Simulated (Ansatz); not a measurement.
# BNH6 (SMILES [H]B([H])([H])<-N): r2SCAN/STO-3G

What is the vertical singlet–triplet gap of BNH6 at r2SCAN/STO-3G? 

The results are computed with Ansatz 0.2.0.

57 further runs of the same task are left out: 57 set aside as unsound or not needed.

### 1 The molecule

BNH6 has 8 atoms, charge 0, and is taken as a singlet. SMILES: `[H]B([H])([H])<-N`. The shape is that of a GFN2-xTB optimisation.

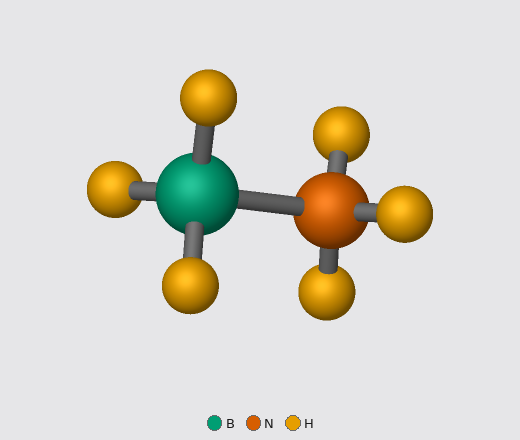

The structure, seen from a chosen angle (boron teal, nitrogen orange, hydrogen amber).

### 2 The energy at r2SCAN/STO-3G

File run.yaml:

```yaml
crystal:
  periodic: [false, false, false]
  atoms:
    - {symbol: B, position_ang: [-0.002200, 0.002970, -0.830690]}
    - {symbol: N, position_ang: [0.002130, -0.003040, 0.827960]}
    - {symbol: H, position_ang: [-0.956060, 0.034440, 1.153510]}
    - {symbol: H, position_ang: [0.515830, 0.807160, 1.152720]}
    - {symbol: H, position_ang: [0.449590, -0.854150, 1.146140]}
    - {symbol: H, position_ang: [1.143350, -0.032090, -1.152840]}
    - {symbol: H, position_ang: [-0.545010, 1.015160, -1.144860]}
    - {symbol: H, position_ang: [-0.607620, -0.970450, -1.151930]}
basis:
  gaussian: {orbitals: STO-3G}
hamiltonian: {xc: r2scan}
accuracy: high
```

Started as:

```bash
$ ansatz run run.yaml --threads 1 --pin off --max-ram 2610MiB --events-out events.jsonl --progress --plain --runs-dir runs
```

Standard output:

```text
Warning: RAYON_NUM_THREADS=1 ignored (pool sized by the plan → 1); use --threads N
Functional definition: r2SCAN
  name "r2SCAN"
  parameter k0 = 0.174
  parameter k1 = 0.065
  parameter a1 = 4.9479
  exchange = r2scan_x(k0 = k0, k1 = k1, a1 = a1)
  correlation = r2scan_c
276 factors; integrals over basis functions are off by at most 1.2e-8 eV
mean field evaluation 1: about -2234.0292 eV, gradient 1.0e1 eV
mean field evaluation 2: about -2234.3565 eV, gradient 7.1e0 eV
mean field evaluation 4: about -2234.4962 eV, gradient 1.1e-1 eV
mean field evaluation 8: about -2234.4277 eV, gradient 6.5e-3 eV
mean field evaluation 16: about -2234.4277 eV, gradient 3.2e-8 eV
mean field -2234.42769054 eV, -82.1137030779 hartree, gradient 3.2e-8 eV, S^2 0.000000; 0 other end points of the search recorded, 0 dependent functions left out
reference -2234.42769097 eV, -82.1137030936 hartree; 9, 9 occupied and 7, 7 virtual orbitals, 276 factors
Total energy: -2234.42769097 eV, -82.1137030936 hartree
```

Wall time 2.5 s (1 thread of Arm Neoverse V1, shared host); peak memory 0.14 GiB.

### 3 The triplet

Changes to run.yaml since step 2:

```diff
@@ -13,3 +13,4 @@
   gaussian: {orbitals: STO-3G}
-hamiltonian: {xc: r2scan}
+hamiltonian: {xc: {name: r2SCAN}}
 accuracy: high
+magnetization: {spin_polarized: true, initial_magnetization: 2}
```

Started as:

```bash
$ ansatz run run.yaml --threads 1 --pin off --max-ram 2610MiB --events-out events.jsonl --progress --plain --runs-dir runs
```

Standard output (excerpt; [...] marks lines left out):

```text
Warning: RAYON_NUM_THREADS=1 ignored (pool sized by the plan → 1); use --threads N
[... 7 set-up lines as earlier in the session ...]
276 factors; integrals over basis functions are off by at most 1.2e-8 eV
mean field evaluation 1: about -2221.0015 eV, gradient 8.2e0 eV
mean field evaluation 2: about -2218.2236 eV, gradient 1.7e1 eV
mean field evaluation 4: about -2221.0778 eV, gradient 6.9e0 eV
mean field evaluation 8: about -2221.7984 eV, gradient 4.7e-1 eV
mean field evaluation 16: about -2221.7569 eV, gradient 2.8e-2 eV
mean field evaluation 32: about -2221.3407 eV, gradient 5.3e0 eV
mean field evaluation 64: about -2221.6927 eV, gradient 1.5e0 eV
mean field evaluation 96: about -2221.4181 eV, gradient 2.4e0 eV
mean field -2221.75721416 eV, -81.6480716593 hartree, gradient 3.5e-8 eV, S^2 2.002689; 14 other end points of the search recorded, 0 dependent functions left out
reference -2221.75721510 eV, -81.6480716939 hartree; 10, 8 occupied and 6, 8 virtual orbitals, 276 factors
Total energy: -2221.75721510 eV, -81.6480716939 hartree
```

It took 15 s on 1 thread of Arm Neoverse V1, shared host; peak memory 0.23 GiB.

### 4 Results

Level: r2SCAN/STO-3G.

| quantity | value |
| --- | --- |
| singlet: total energy | -82.11370 Eh |
| triplet: total energy | -81.64807 Eh |
| triplet: ⟨S²⟩ | 2.003 |
| vertical energy of the triplet above the singlet | 12.670 eV |

**Reading.** At this shape the triplet lies 12.67 eV (1223 kJ/mol) above the singlet. In a minimal basis such a difference can be off by several eV, whatever the method.
